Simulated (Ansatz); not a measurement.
# Geometry relaxation of C2H4F2

C2H4F2, SMILES CC(F)F, computed with HF/3-21G, RHF (Ansatz 0.2.0).

Figures and captions count atoms from 1; the log counts them from 0 in places.

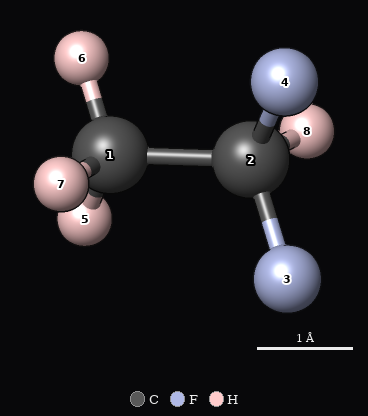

**Figure 1.** The starting structure (ball-and-stick view, seen at a tilt; atoms are numbered from 1 in the order of the input). Bond lengths as drawn: C–C 1.50 Å, C–F 1.36 Å and C–H 1.09 to 1.10 Å.

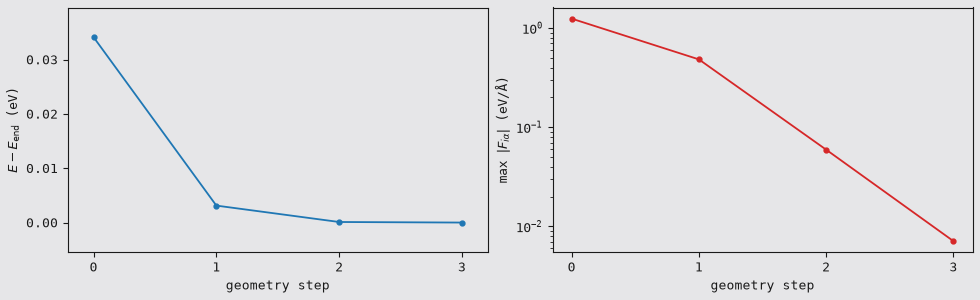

**Figure 2.** Progress of the relaxation, step by step (the first geometry is step 0 here and step 1 in the log).

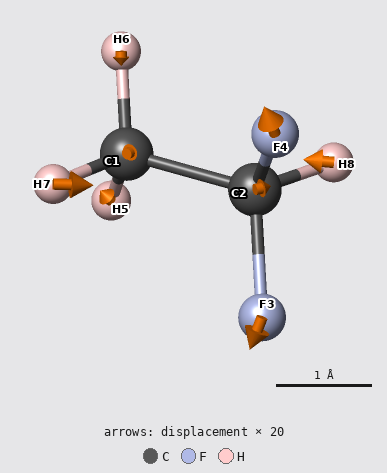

**Figure 3.** The starting structure with the displacements as orange arrows, magnified 20 times (ball-and-stick view, seen at a tilt). The two geometries are laid on each other by the best rigid fit. The energy falls by 0.034 eV in 3 geometry steps. The largest force component goes from 1.2 to 0.0071 eV/Å. H7 moves most after the best rigid fit: 0.022 Å. By element the largest moves are H 0.022 Å, F 0.020 Å, C 0.010 Å. Distances before and after: C2–H8 1.095 → 1.073 Å, C2–F3 1.361 → 1.379 Å, C1–H5 1.091 → 1.080 Å, C1–C2 1.497 → 1.502 Å. (Atoms are counted from 1 in the order of the input.)

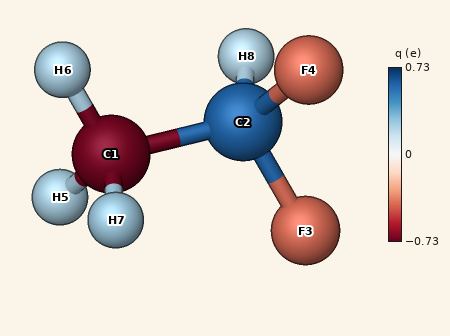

**Figure 4.** Mulliken charges, as the colour of each atom (ball-and-stick view, seen at a tilt; atoms are numbered from 1 in the order of the input). By element: C −0.70 to +0.58, F −0.41 and H +0.21 to +0.25 e.

These pictures come from the run below.

### The input
```yaml
crystal:
  periodic: [false, false, false]
  atoms:
    - {symbol: C, position_ang: [0.003300, 0.777600, 0.023300]}
    - {symbol: C, position_ang: [-0.052000, -0.718200, -0.008200]}
    - {symbol: F, position_ang: [0.925500, -1.243400, 0.779100]}
    - {symbol: F, position_ang: [0.168200, -1.172100, -1.271900]}
    - {symbol: H, position_ang: [-0.157848, 1.125165, 1.044700]}
    - {symbol: H, position_ang: [-0.770706, 1.190572, -0.624494]}
    - {symbol: H, position_ang: [0.978569, 1.119612, -0.324528]}
    - {symbol: H, position_ang: [-1.006100, -1.136400, 0.329500]}
basis:
  gaussian: {orbitals: 3-21G.json}
hamiltonian: {xc: hf}
relax: {}
```

Launched with:
```bash
ansatz run input.yaml --threads 1 --pin off --max-ram 2610MiB --events-out events.jsonl --progress --plain --runs-dir runs
```

### The program's output
```
The last accepted step is kept in runs//last_step.txt (removed where the run ends without a failure and the disk answers)
Functional definition: HF
  name "HF"
  exchange = exact_x
  correlation = 0
551 factors; integrals over basis functions are off by at most 5.2e-4 eV
mean field evaluation 1: about -7492.8513 eV, gradient 3.0e1 eV
mean field evaluation 2: about -7493.0508 eV, gradient 3.1e1 eV
mean field evaluation 4: about -7495.1433 eV, gradient 2.3e0 eV
mean field evaluation 8: about -7495.1677 eV, gradient 1.1e-4 eV
mean field -7495.16765848 eV, -275.4423310419 hartree, gradient 2.6e-5 eV, S^2 0.000000; 0 other end points of the search recorded, 0 dependent functions left out
the calculation of the forces begins
reference -7495.16765848 eV, -275.4423310419 hartree; 17, 17 occupied and 27, 27 virtual orbitals, 551 factors
relax step   1: F+E_penalty+E_count = -7495.16765848 eV  Δ(F+E_penalty+E_count) = +0.000e0 eV  max|allowed force component| = 1.245e0 eV/Å  Δτ_max = 0.0000 Å  (32 SCF iters, accepted)
these checks for a lower state are left out or cut short: starts, cluster_reference, orbital_swaps, neighbouring_geometries, increment
551 factors; integrals over basis functions are off by at most 5.3e-4 eV
mean field evaluation 16: about -7495.1987 eV, gradient 9.3e-3 eV
mean field -7495.19865785 eV, -275.4434702479 hartree, gradient 7.6e-6 eV, S^2 0.000000; 0 other end points of the search recorded, 0 dependent functions left out
the calculation of the forces begins
reference -7495.19865785 eV, -275.4434702479 hartree; 17, 17 occupied and 27, 27 virtual orbitals, 551 factors
relax step   2: F+E_penalty+E_count = -7495.19865785 eV  Δ(F+E_penalty+E_count) = -3.100e-2 eV  max|allowed force component| = 4.834e-1 eV/Å  Δτ_max = 0.0210 Å  (34 SCF iters, accepted)
these checks for a lower state are left out or cut short: starts, cluster_reference, orbital_swaps, neighbouring_geometries, increment
551 factors; integrals over basis functions are off by at most 5.3e-4 eV
mean field -7495.20167651 eV, -275.4435811815 hartree, gradient 7.8e-6 eV, S^2 0.000000; 0 other end points of the search recorded, 0 dependent functions left out
the calculation of the forces begins
reference -7495.20167651 eV, -275.4435811815 hartree; 17, 17 occupied and 27, 27 virtual orbitals, 551 factors
relax step   3: F+E_penalty+E_count = -7495.20167651 eV  Δ(F+E_penalty+E_count) = -3.019e-3 eV  max|allowed force component| = 5.948e-2 eV/Å  Δτ_max = 0.0058 Å  (34 SCF iters, accepted)
these checks for a lower state are left out or cut short: starts, cluster_reference, orbital_swaps, neighbouring_geometries, increment
551 factors; integrals over basis functions are off by at most 5.3e-4 eV
mean field evaluation 32: about -7495.2004 eV, gradient 9.2e-1 eV
mean field -7495.20177965 eV, -275.4435849721 hartree, gradient 7.8e-6 eV, S^2 0.000000; 0 other end points of the search recorded, 0 dependent functions left out
the calculation of the forces begins
reference -7495.20177965 eV, -275.4435849721 hartree; 17, 17 occupied and 27, 27 virtual orbitals, 551 factors
relax step   4: F+E_penalty+E_count = -7495.20177965 eV  Δ(F+E_penalty+E_count) = -1.031e-4 eV  max|allowed force component| = 7.124e-3 eV/Å  Δτ_max = 0.0022 Å  (34 SCF iters, accepted)
551 factors; integrals over basis functions are off by at most 5.3e-4 eV
mean field -7495.20177965 eV, -275.4435849721 hartree, gradient 7.8e-6 eV, S^2 0.000000; 1 other end points of the search recorded, 0 dependent functions left out
the calculation of the forces begins
reference -7495.20177965 eV, -275.4435849721 hartree; 17, 17 occupied and 27, 27 virtual orbitals, 551 factors
Total energy: -7495.20177965 eV, -275.4435849721 hartree
Atom 0 at    -0.003916     0.776537     0.026778 Å, force     0.002383    -0.004954    -0.001260 eV/Å
Atom 1 at    -0.059465    -0.723685    -0.006007 Å, force     0.000277     0.002204     0.000789 eV/Å
Atom 2 at     0.937255    -1.240940     0.793586 Å, force    -0.002390     0.004789    -0.001216 eV/Å
Atom 3 at     0.168407    -1.167135    -1.291234 Å, force    -0.001334     0.005913     0.003638 eV/Å
Atom 4 at    -0.155421     1.129760     1.036539 Å, force     0.000285    -0.001301    -0.000613 eV/Å
Atom 5 at    -0.766120     1.188516    -0.618674 Å, force     0.000399    -0.000417    -0.000432 eV/Å
Atom 6 at     0.967181     1.101813    -0.319911 Å, force     0.003287     0.000889    -0.001437 eV/Å
Atom 7 at    -0.999006    -1.122016     0.326401 Å, force    -0.002907    -0.007124     0.000531 eV/Å
Dipole moment:    -0.373604     0.375208     0.151085 e Å
```

### Trajectory as extended XYZ (Å, eV, eV/Å), 4 frames, from step=1 to step=4
```
8
Properties=species:S:1:pos:R:3:forces:R:3 step=1 energy=-7495.16766
C     0.0033    0.7776    0.0233   -0.1596   0.4471   0.1019
C    -0.0520   -0.7182   -0.0082   -1.2448  -0.2575   0.4162
F     0.9255   -1.2434    0.7791    0.6699  -0.1963   0.5841
F     0.1682   -1.1721   -1.2719    0.1274  -0.1548  -0.8892
H    -0.1578    1.1252    1.0447    0.0863  -0.0593  -0.3642
H    -0.7707    1.1906   -0.6245    0.2700  -0.1207   0.2148
H     0.9786    1.1196   -0.3245   -0.2893  -0.1500   0.1179
H    -1.0061   -1.1364    0.3295    0.5401   0.4913  -0.1816
8
Properties=species:S:1:pos:R:3:forces:R:3 step=2 energy=-7495.19866
C    -0.0031    0.7739    0.0264    0.0342   0.1811  -0.0112
C    -0.0542   -0.7245   -0.0083   -0.4834   0.0503   0.1845
F     0.9357   -1.2418    0.7889    0.1901  -0.0872   0.1629
F     0.1703   -1.1697   -1.2869    0.0346  -0.0610  -0.2443
H    -0.1570    1.1279    1.0382    0.0190  -0.0464  -0.0802
H    -0.7681    1.1872   -0.6187    0.0597  -0.0461   0.0421
H     0.9681    1.1057   -0.3201   -0.0573  -0.0180   0.0218
H    -1.0027   -1.1157    0.3279    0.2031   0.0273  -0.0757
8
Properties=species:S:1:pos:R:3:forces:R:3 step=3 energy=-7495.20168
C    -0.0034    0.7757    0.0264   -0.0021   0.0097   0.0038
C    -0.0595   -0.7245   -0.0060    0.0070   0.0595   0.0000
F     0.9372   -1.2410    0.7929    0.0095  -0.0163   0.0236
F     0.1688   -1.1672   -1.2904   -0.0064  -0.0176  -0.0309
H    -0.1554    1.1285    1.0359   -0.0022   0.0047   0.0143
H    -0.7659    1.1876   -0.6183   -0.0087   0.0025  -0.0086
H     0.9670    1.1040   -0.3197    0.0035  -0.0188  -0.0030
H    -0.9999   -1.1203    0.3268   -0.0006  -0.0236   0.0008
8
Properties=species:S:1:pos:R:3:forces:R:3 step=4 energy=-7495.20178
C    -0.0039    0.7765    0.0268    0.0024  -0.0050  -0.0013
C    -0.0595   -0.7237   -0.0060    0.0003   0.0022   0.0008
F     0.9373   -1.2409    0.7936   -0.0024   0.0048  -0.0012
F     0.1684   -1.1671   -1.2912   -0.0013   0.0059   0.0036
H    -0.1554    1.1298    1.0365    0.0003  -0.0013  -0.0006
H    -0.7661    1.1885   -0.6187    0.0004  -0.0004  -0.0004
H     0.9672    1.1018   -0.3199    0.0033   0.0009  -0.0014
H    -0.9990   -1.1220    0.3264   -0.0029  -0.0071   0.0005
```

### Results in brief

| quantity | value |
| --- | --- |
| outcome | converged |
| total energy | −275.443585 hartree |
| basis functions | 44 |
| largest force | 0.008 eV/Å |
| SCF solution under orbital rotations | stable |
| dipole moment | 2.64 D |
| hardware | 1 thread of Arm Neoverse V1, 24 GiB of memory available, shared host |
| wall time | 2 s |
| peak memory | 0.091 GiB |
